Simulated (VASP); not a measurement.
Band structure of RbBr (rock salt). Method: LDA (Ceperley-Alder, Perdew-Zunger) with spin-orbit coupling, VASP's LDA PAW potentials (set 64) (plane waves; VASP 6.6.1).

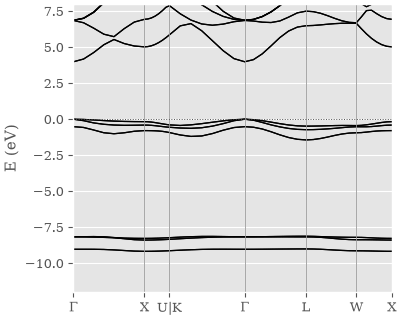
Bands along high-symmetry lines, zero at the valence-band maximum or, without a gap, the Fermi level

Read the plot: is there a gap, and where are the band edges?

The gap is direct, 3.99 eV, from the valence maximum at Γ to the conduction minimum at Γ.

Measured: gap 7.20 eV (computed value off by -3.21 eV), as given by Aguado et al., (1998), arXiv:cond-mat/9809176.

The compound is RbBr in the rock salt structure. It was relaxed first, which changed the volume by -9 %.
